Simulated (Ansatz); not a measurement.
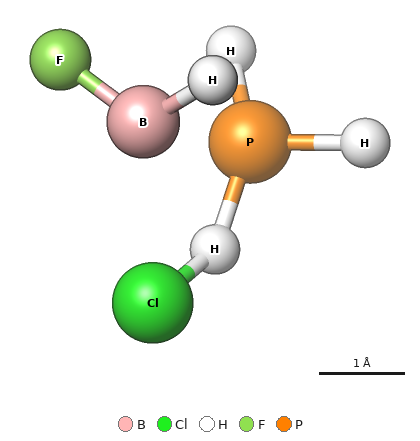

*The starting structure (ball-and-stick view, seen at a tilt).*

Geometry relaxation, with input and output: BPH4ClF (part 1 of 2)

- system: BPH4ClF
- method: RKS BHLYP-D4/6-31G* (Ansatz 0.2.0)

The input holds or restrains some coordinates. Forces given for the steps count only the free coordinates. It belongs to a series of runs on one base structure; here: pulled along the bonds that form and break, towards end A.

**Output**
```
The last accepted step is kept in [file] (removed where the run ends without a failure and the disk answers)
Engine: ansatz 0.2.0, aarch64-unknown-linux-gnu
Functional definition: BHLYP
  parameter a = 0.5
  exchange = (1 - a)*b88_x + a*exact_x
  correlation = lyp_c
798 factors; integrals over basis functions are off by at most 7.5e-4 eV
mean field evaluation 1: about -25263.3301 eV, gradient 2.5e1 eV
mean field evaluation 2: about -25263.5448 eV, gradient 2.5e1 eV
mean field evaluation 4: about -25264.5003 eV, gradient 7.3e-1 eV
mean field evaluation 8: about -25264.5483 eV, gradient 4.8e-2 eV
mean field evaluation 16: about -25264.5483 eV, gradient 2.0e-5 eV
mean field -25264.54830386 eV, -928.4550252409 hartree, gradient 2.1e-5 eV, S^2 0.000000; 0 other end points of the search recorded, 0 dependent functions left out
the calculation of the forces begins
reference -25264.54845645 eV, -928.4550308486 hartree; 25, 25 occupied and 51, 51 virtual orbitals, 798 factors
relax step   1: F+E_penalty+E_count = -25264.77483654 eV  Δ(F+E_penalty+E_count) = +0.000e0 eV  max|allowed force component| = 7.378e0 eV/Å  E_restraint = 36.62563427 eV  max|allowed force component, restraints' pulls added| = 4.273e1 eV/Å  Δτ_max = 0.0000 Å  (27 SCF iters, accepted)
  distance B 0 - P 4 = 2.2100 Å
  distance H 7 - Cl 1 = 1.3417 Å
  distance B 0 - Cl 1 = 2.2100 Å
  distance H 7 - P 4 = 1.3965 Å
these checks for a lower state are left out or cut short: starts, cluster_reference, orbital_swaps, neighbouring_geometries, increment
798 factors; integrals over basis functions are off by at most 6.4e-4 eV
mean field -25265.49345395 eV, -928.4897588663 hartree, gradient 2.1e-5 eV, S^2 0.000000; 0 other end points of the search recorded, 0 dependent functions left out
the calculation of the forces begins
reference -25265.49361240 eV, -928.4897646890 hartree; 25, 25 occupied and 51, 51 virtual orbitals, 798 factors
relax step   2: F+E_penalty+E_count = -25265.71235340 eV  Δ(F+E_penalty+E_count) = -9.375e-1 eV  max|allowed force component| = 3.627e0 eV/Å  E_restraint = 19.71784636 eV  max|allowed force component, restraints' pulls added| = 2.953e1 eV/Å  Δτ_max = 0.1959 Å  (34 SCF iters, accepted)
  distance B 0 - P 4 = 2.4718 Å
  distance H 7 - Cl 1 = 1.6655 Å
  distance B 0 - Cl 1 = 2.1568 Å
  distance H 7 - P 4 = 1.3890 Å
these checks for a lower state are left out or cut short: starts, cluster_reference, orbital_swaps, neighbouring_geometries, increment
798 factors; integrals over basis functions are off by at most 6.5e-4 eV
mean field evaluation 32: about -25266.0073 eV, gradient 3.6e-5 eV
mean field -25266.00734028 eV, -928.5086438403 hartree, gradient 3.6e-5 eV, S^2 0.000000; 0 other end points of the search recorded, 0 dependent functions left out
the calculation of the forces begins
reference -25266.00749737 eV, -928.5086496134 hartree; 25, 25 occupied and 51, 51 virtual orbitals, 798 factors
relax step   3: F+E_penalty+E_count = -25266.21918687 eV  Δ(F+E_penalty+E_count) = -5.068e-1 eV  max|allowed force component| = 2.816e0 eV/Å  E_restraint = 8.20426637 eV  max|allowed force component, restraints' pulls added| = 1.821e1 eV/Å  Δτ_max = 0.1949 Å  (30 SCF iters, accepted)
  distance B 0 - P 4 = 2.6867 Å
  distance H 7 - Cl 1 = 2.0026 Å
  distance B 0 - Cl 1 = 2.0633 Å
  distance H 7 - P 4 = 1.3529 Å
these checks for a lower state are left out or cut short: starts, cluster_reference, orbital_swaps, neighbouring_geometries, increment
798 factors; integrals over basis functions are off by at most 7.2e-4 eV
mean field -25266.58130166 eV, -928.5297365322 hartree, gradient 1.6e-5 eV, S^2 0.000000; 0 other end points of the search recorded, 0 dependent functions left out
the calculation of the forces begins
reference -25266.58145515 eV, -928.5297421728 hartree; 25, 25 occupied and 51, 51 virtual orbitals, 798 factors
relax step   4: F+E_penalty+E_count = -25266.78732792 eV  Δ(F+E_penalty+E_count) = -5.681e-1 eV  max|allowed force component| = 2.608e0 eV/Å  E_restraint = 1.93288075 eV  max|allowed force component, restraints' pulls added| = 8.538e0 eV/Å  Δτ_max = 0.1930 Å  (31 SCF iters, accepted)
  distance B 0 - P 4 = 2.8920 Å
  distance H 7 - Cl 1 = 2.3062 Å
  distance B 0 - Cl 1 = 1.9456 Å
  distance H 7 - P 4 = 1.3536 Å
these checks for a lower state are left out or cut short: starts, cluster_reference, orbital_swaps, neighbouring_geometries, increment
799 factors; integrals over basis functions are off by at most 8.4e-4 eV
mean field -25267.61618122 eV, -928.5677676545 hartree, gradient 1.5e-5 eV, S^2 0.000000; 0 other end points of the search recorded, 0 dependent functions left out
the calculation of the forces begins
reference -25267.61633552 eV, -928.5677733247 hartree; 25, 25 occupied and 51, 51 virtual orbitals, 799 factors
relax step   5: F+E_penalty+E_count = -25267.81223488 eV  Δ(F+E_penalty+E_count) = -1.025e0 eV  max|allowed force component| = 1.744e0 eV/Å  E_restraint = 0.03213094 eV  max|allowed force component, restraints' pulls added| = 2.924e0 eV/Å  Δτ_max = 0.1959 Å  (30 SCF iters, accepted)
  distance B 0 - P 4 = 3.0781 Å
  distance H 7 - Cl 1 = 2.5530 Å
  distance B 0 - Cl 1 = 1.8350 Å
  distance H 7 - P 4 = 1.4056 Å
these checks for a lower state are left out or cut short: starts, cluster_reference, orbital_swaps, neighbouring_geometries, increment
799 factors; integrals over basis functions are off by at most 7.5e-4 eV
mean field -25268.53290332 eV, -928.6014565704 hartree, gradient 1.4e-5 eV, S^2 0.000000; 0 other end points of the search recorded, 0 dependent functions left out
the calculation of the forces begins
reference -25268.53305903 eV, -928.6014622923 hartree; 25, 25 occupied and 51, 51 virtual orbitals, 799 factors
relax step   6: F+E_penalty+E_count = -25268.72339023 eV  Δ(F+E_penalty+E_count) = -9.112e-1 eV  max|allowed force component| = 1.893e0 eV/Å  E_restraint = 0.07372981 eV  max|allowed force component, restraints' pulls added| = 1.483e0 eV/Å  Δτ_max = 0.1946 Å  (28 SCF iters, accepted)
  distance B 0 - P 4 = 3.1303 Å
  distance H 7 - Cl 1 = 2.6101 Å
  distance B 0 - Cl 1 = 1.8062 Å
  distance H 7 - P 4 = 1.4197 Å
these checks for a lower state are left out or cut short: starts, cluster_reference, orbital_swaps, neighbouring_geometries, increment
799 factors; integrals over basis functions are off by at most 6.9e-4 eV
mean field -25268.93573918 eV, -928.6162605150 hartree, gradient 1.9e-5 eV, S^2 0.000000; 0 other end points of the search recorded, 0 dependent functions left out
the calculation of the forces begins
reference -25268.93589232 eV, -928.6162661429 hartree; 25, 25 occupied and 51, 51 virtual orbitals, 799 factors
relax step   7: F+E_penalty+E_count = -25269.12567041 eV  Δ(F+E_penalty+E_count) = -4.023e-1 eV  max|allowed force component| = 1.796e0 eV/Å  E_restraint = 0.12520528 eV  max|allowed force component, restraints' pulls added| = 2.395e0 eV/Å  Δτ_max = 0.1972 Å  (28 SCF iters, accepted)
  distance B 0 - P 4 = 3.1669 Å
  distance H 7 - Cl 1 = 2.6095 Å
  distance B 0 - Cl 1 = 1.8044 Å
  distance H 7 - P 4 = 1.4413 Å
these checks for a lower state are left out or cut short: starts, cluster_reference, orbital_swaps, neighbouring_geometries, increment
799 factors; integrals over basis functions are off by at most 6.9e-4 eV
mean field evaluation 64: about -25269.0370 eV, gradient 2.7e-4 eV
mean field -25269.03700861 eV, -928.6199820980 hartree, gradient 1.6e-5 eV, S^2 0.000000; 0 other end points of the search recorded, 0 dependent functions left out
the calculation of the forces begins
reference -25269.03715903 eV, -928.6199876260 hartree; 25, 25 occupied and 51, 51 virtual orbitals, 799 factors
relax step   8: F+E_penalty+E_count = -25269.23289702 eV  Δ(F+E_penalty+E_count) = -1.072e-1 eV  max|allowed force component| = 1.241e0 eV/Å  E_restraint = 0.02279911 eV  max|allowed force component, restraints' pulls added| = 4.613e-1 eV/Å  Δτ_max = 0.2000 Å  (28 SCF iters, accepted)
  distance B 0 - P 4 = 3.1286 Å
  distance H 7 - Cl 1 = 2.5708 Å
  distance B 0 - Cl 1 = 1.8272 Å
  distance H 7 - P 4 = 1.4099 Å
these checks for a lower state are left out or cut short: starts, cluster_reference, orbital_swaps, neighbouring_geometries, increment
799 factors; integrals over basis functions are off by at most 6.9e-4 eV
mean field -25269.06599891 eV, -928.6210474718 hartree, gradient 8.5e-6 eV, S^2 0.000000; 0 other end points of the search recorded, 0 dependent functions left out
the calculation of the forces begins
reference -25269.06614951 eV, -928.6210530062 hartree; 25, 25 occupied and 51, 51 virtual orbitals, 799 factors
relax step   9: F+E_penalty+E_count = -25269.26128977 eV  Δ(F+E_penalty+E_count) = -2.839e-2 eV  max|allowed force component| = 1.134e0 eV/Å  E_restraint = 0.03064739 eV  max|allowed force component, restraints' pulls added| = 7.273e-2 eV/Å  Δτ_max = 0.0517 Å  (29 SCF iters, accepted)
```

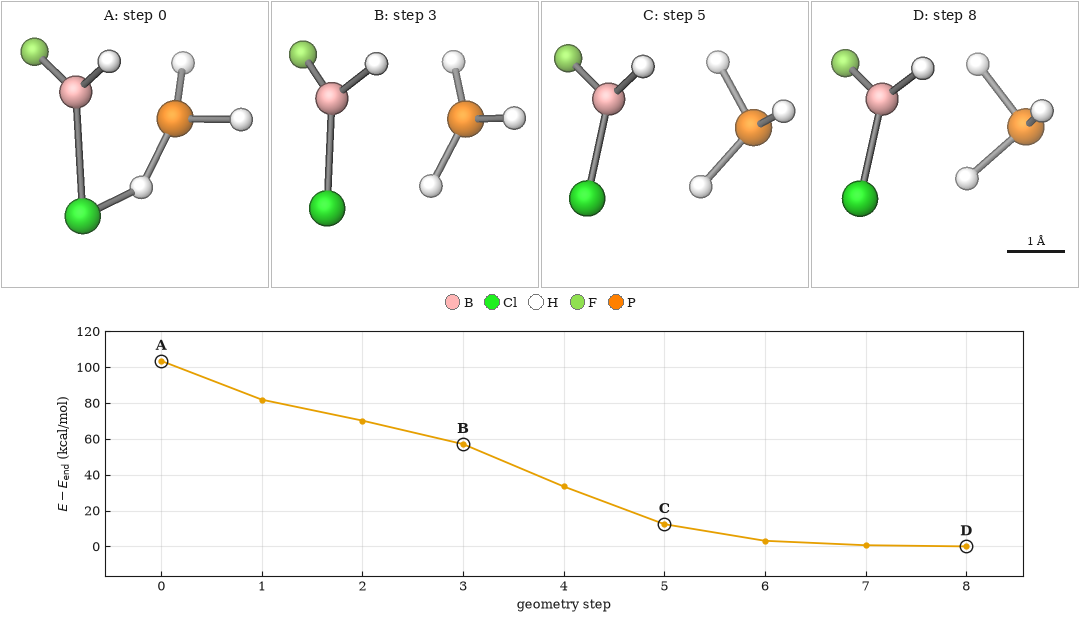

*Frames of the restrained relaxation (ball-and-stick view, seen at a tilt) above the curves, on which the letters mark them (the first geometry is step 0 here and step 1 in the log).*

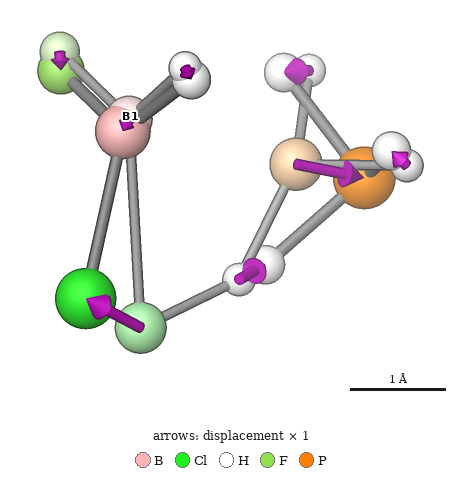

*Start (faint) and end (solid) with the displacements as pink arrows, at true length (ball-and-stick view, seen at a tilt). The two geometries are laid on each other by the best rigid fit.*

The energy falls by 103.5 kcal/mol in 8 geometry steps. The largest force component goes from 7.4 to 1.1 eV/Å. The atom that moves furthest after the best rigid fit is P5 (0.86 Å). Largest moves by element: P 0.86 Å, Cl 0.84 Å, H 0.60 Å, F 0.21 Å, B 0.15 Å. Among the contacts that change: Cl2–H8 1.342 → 2.578 Å, B1–Cl2 2.210 → 1.819 Å, P5–H8 1.397 → 1.414 Å, B1–F4 1.320 → 1.303 Å. Bonds break: Cl2–H8 (1.34 → 2.58 Å). Among the angles that change: H6–P5–H8 144.9° → 95.1°, H6–P5–H7 109.4° → 94.6°, H7–P5–H8 101.9° → 95.1°. (Atoms are counted from 1 in the order of the input.)

```
  distance B 0 - P 4 = 3.1271 Å
  distance H 7 - Cl 1 = 2.5780 Å
  distance B 0 - Cl 1 = 1.8194 Å
  distance H 7 - P 4 = 1.4139 Å
799 factors; integrals over basis functions are off by at most 6.9e-4 eV
mean field -25269.06599891 eV, -928.6210474718 hartree, gradient 8.5e-6 eV, S^2 0.000000; 1 other end points of the search recorded, 0 dependent functions left out
the calculation of the forces begins
reference -25269.06614951 eV, -928.6210530062 hartree; 25, 25 occupied and 51, 51 virtual orbitals, 799 factors
Total energy: -25269.26144037 eV, -928.6282298129 hartree
Atom 0 at    -0.006065     0.094189     0.111893 Å, force    -0.048314     0.925329     1.043854 eV/Å
Atom 1 at     0.035712     0.745174     1.810337 Å, force     0.009812    -0.188403    -1.133992 eV/Å
Atom 2 at     1.002159    -0.076456    -0.470561 Å, force    -0.045901    -0.025527     0.019588 eV/Å
Atom 3 at    -1.172776    -0.030659    -0.454411 Å, force     0.072727    -0.036315     0.000720 eV/Å
Atom 4 at     0.201336    -2.915730     0.934320 Å, force    -0.041620    -0.319826     0.192758 eV/Å
Atom 5 at    -0.511612    -2.475099    -0.194606 Å, force    -0.019848    -0.024173     0.001648 eV/Å
Atom 6 at     1.424186    -2.353778     0.522186 Å, force     0.006016     0.018114     0.034811 eV/Å
Atom 7 at    -0.170339    -1.823942     1.752242 Å, force     0.067128    -0.349199    -0.159385 eV/Å
Dipole moment:     0.138255    -0.003486    -0.240037 e Å
```
